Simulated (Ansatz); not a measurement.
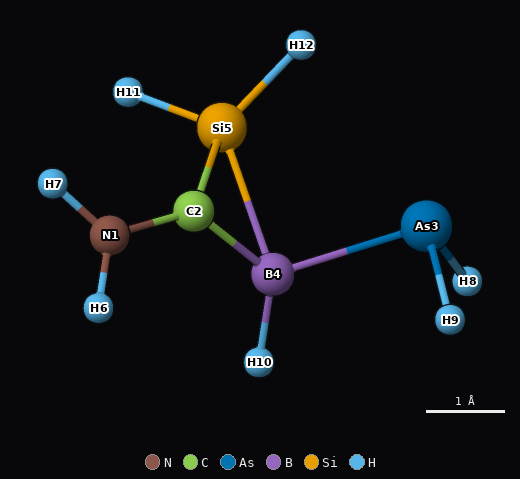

**Figure 1.** The structure as given in the input (ball-and-stick view, seen at a tilt; atoms are numbered from 1 in the order of the input).

## What a change does: single-point calculation on CH$_{7}$AsBNSi

System: CH$_{7}$AsBNSi.
Method of run 1: RKS r2SCAN-D4/def2-TZVPP (Ansatz 0.2.0).

The geometry comes from this level: PBE0-D4/def2-TZVP. Text and figures count atoms from 1; the logs count them from 0 in places.

**Input file, run 1**
```yaml
crystal:
  periodic: [false, false, false]
  atoms:
    - {symbol: N, position_ang: [-1.897397, 0.809946, 0.574282]}
    - {symbol: C, position_ang: [-0.652107, 0.500277, 0.283849]}
    - {symbol: As, position_ang: [1.849117, -1.185399, 0.698021]}
    - {symbol: B, position_ang: [0.016091, -0.757096, -0.224290]}
    - {symbol: Si, position_ang: [0.605555, 1.164280, -0.845580]}
    - {symbol: H, position_ang: [-2.579643, 0.090107, 0.764715]}
    - {symbol: H, position_ang: [-2.223317, 1.762825, 0.587221]}
    - {symbol: H, position_ang: [2.309546, -2.140896, -0.394492]}
    - {symbol: H, position_ang: [1.235441, -2.325571, 1.509011]}
    - {symbol: H, position_ang: [-0.585446, -1.674840, -0.704950]}
    - {symbol: H, position_ang: [0.066842, 2.114831, -1.861206]}
    - {symbol: H, position_ang: [1.932320, 1.586337, -0.352481]}
basis:
  gaussian: {orbitals: def2-TZVPP}
hamiltonian: {xc: r2scan, dispersion: d4}
output: {forces: true, orbitals: {seedname: orbitals}}
```

Launched with:
```bash
ansatz run in.yaml --threads 4 --pin off --events-out ev --progress --plain --max-ram 10444MiB
```

Hardware: 4 threads of Arm Neoverse V1, 23 GiB of memory available, shared host.

**Output (run 1)**
```
Functional definition: r2SCAN
  parameter k0 = 0.174
  parameter k1 = 0.065
  parameter a1 = 4.9479
  exchange = r2scan_x(k0 = k0, k1 = k1, a1 = a1)
  correlation = r2scan_c
1578 factors; their error is unknown
mean field evaluation 1: about -72021.0068 eV, gradient 7.1e1 eV
mean field evaluation 2: about -71976.4922 eV, gradient 1.4e2 eV
mean field evaluation 4: about -72032.4028 eV, gradient 1.7e1 eV
mean field evaluation 8: about -72033.3806 eV, gradient 1.7e-1 eV
mean field evaluation 16: about -72033.3551 eV, gradient 6.0e-3 eV
mean field -72033.35509151 eV, -2647.1769736512 hartree, gradient 2.6e-5 eV, S^2 0.000000; 0 other end points of the search recorded, 0 dependent functions left out
the calculation of the forces begins
reference -72033.35510595 eV, -2647.1769741820 hartree; 36, 36 occupied and 245, 245 virtual orbitals, 1578 factors
Total energy: -72033.43178911 eV, -2647.1797922361 hartree
Atom 0 at    -1.897397     0.809946     0.574282 Å, force    -0.232458     0.068552     0.052624 eV/Å
Atom 1 at    -0.652107     0.500277     0.283849 Å, force     0.269419    -0.085444    -0.048156 eV/Å
Atom 2 at     1.849117    -1.185399     0.698021 Å, force     0.086147    -0.061898     0.044836 eV/Å
Atom 3 at     0.016091    -0.757096    -0.224290 Å, force    -0.067040    -0.013961    -0.014593 eV/Å
Atom 4 at     0.605555     1.164280    -0.845580 Å, force     0.037577     0.073172    -0.044528 eV/Å
Atom 5 at    -2.579643     0.090107     0.764715 Å, force    -0.043875    -0.022282     0.013660 eV/Å
Atom 6 at    -2.223317     1.762825     0.587221 Å, force    -0.032055     0.031846    -0.003091 eV/Å
Atom 7 at     2.309546    -2.140896    -0.394492 Å, force    -0.016235    -0.000765     0.025512 eV/Å
Atom 8 at     1.235441    -2.325571     1.509011 Å, force     0.003119    -0.011016    -0.027149 eV/Å
Atom 9 at    -0.585446    -1.674840    -0.704950 Å, force     0.017453     0.011312     0.013864 eV/Å
Atom 10 at     0.066842     2.114831    -1.861206 Å, force    -0.003792     0.000264     0.002566 eV/Å
Atom 11 at     1.932320     1.586337    -0.352481 Å, force    -0.018260     0.010220    -0.015543 eV/Å
Dipole moment:    -0.756270     0.426249     0.076176 e Å
```

The input of run 2 differs as follows (lines with − go, lines with + come):
```diff
-hamiltonian: {xc: r2scan, dispersion: d4}
+hamiltonian: {xc: pbe, dispersion: d4}
```

Predict how the results change.

The total energies belong to different models, so their difference says nothing on which is more stable or more accurate. The largest force goes from 0.287 to 0.406 eV/Å. The HOMO goes from −5.76 to −5.56 eV. The LUMO goes from −2.41 to −2.52 eV. The dipole moment goes from 4.19 to 4.09 D. On the same kind of shared host run 2 took about 0.48 times as long.

**Output (run 2)**
```
Functional definition: PBE
  parameter kappa = 0.804
  parameter beta = 0.06672455060314922
  exchange = pbe_x(kappa = kappa, mu = beta*pi^2/3)
  correlation = pbe_c(beta = beta)
1578 factors; their error is unknown
mean field evaluation 1: about -72003.0313 eV, gradient 8.0e1 eV
mean field evaluation 2: about -71881.9261 eV, gradient 2.0e2 eV
mean field evaluation 4: about -72016.1854 eV, gradient 2.7e1 eV
mean field evaluation 8: about -72018.6744 eV, gradient 2.9e-1 eV
mean field evaluation 16: about -72018.6471 eV, gradient 2.3e-3 eV
mean field -72018.64705054 eV, -2646.6364631153 hartree, gradient 4.3e-5 eV, S^2 0.000000; 0 other end points of the search recorded, 0 dependent functions left out
the calculation of the forces begins
reference -72018.64709881 eV, -2646.6364648889 hartree; 36, 36 occupied and 245, 245 virtual orbitals, 1578 factors
Total energy: -72018.96493875 eV, -2646.6481452913 hartree
Atom 0 at    -1.897397     0.809946     0.574282 Å, force    -0.170343     0.076794     0.078921 eV/Å
Atom 1 at    -0.652107     0.500277     0.283849 Å, force     0.367919    -0.149941    -0.002624 eV/Å
Atom 2 at     1.849117    -1.185399     0.698021 Å, force     0.233181     0.304621     0.133317 eV/Å
Atom 3 at     0.016091    -0.757096    -0.224290 Å, force    -0.057600    -0.018938    -0.009154 eV/Å
Atom 4 at     0.605555     1.164280    -0.845580 Å, force     0.079597     0.009363    -0.111653 eV/Å
Atom 5 at    -2.579643     0.090107     0.764715 Å, force    -0.283790    -0.255267     0.077576 eV/Å
Atom 6 at    -2.223317     1.762825     0.587221 Å, force    -0.154459     0.349419     0.007798 eV/Å
Atom 7 at     2.309546    -2.140896    -0.394492 Å, force     0.051129    -0.164829    -0.152229 eV/Å
Atom 8 at     1.235441    -2.325571     1.509011 Å, force    -0.103241    -0.195936     0.094823 eV/Å
Atom 9 at    -0.585446    -1.674840    -0.704950 Å, force    -0.054563    -0.102850    -0.062455 eV/Å
Atom 10 at     0.066842     2.114831    -1.861206 Å, force    -0.064690     0.097993    -0.120315 eV/Å
Atom 11 at     1.932320     1.586337    -0.352481 Å, force     0.156859     0.049570     0.065995 eV/Å
Dipole moment:    -0.736208     0.419484     0.086628 e Å
```

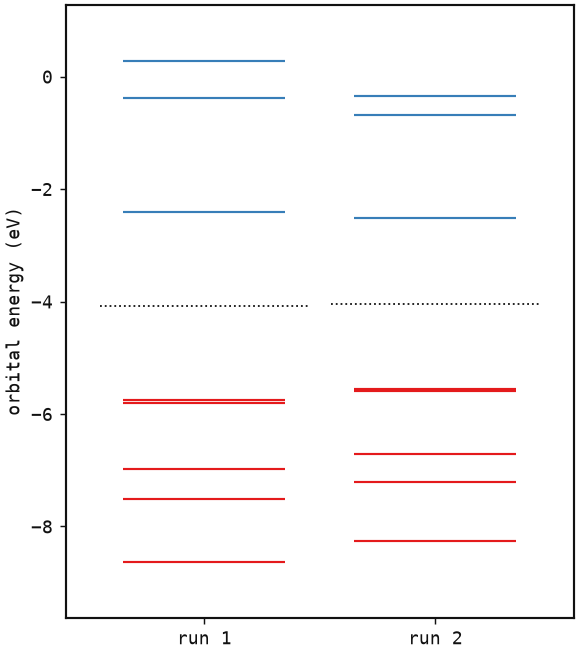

**Figure 2.** The five highest filled and three lowest empty orbital energies of the two runs; the dotted lines part filled from empty levels. The HOMO–LUMO gap is 3.34 eV in run 1 and 3.04 eV in run 2.

**The two runs side by side**

```csv
quantity,run 1,run 2
outcome,converged,converged
total energy (hartree),−2647.179792,−2646.648145
HOMO (eV),−5.76,−5.56
LUMO (eV),−2.41,−2.52
dipole moment (D),4.19,4.09
largest force (eV/Å),0.287,0.406
basis functions,281,281
wall time (shared host),7.5 s,3.6 s
```
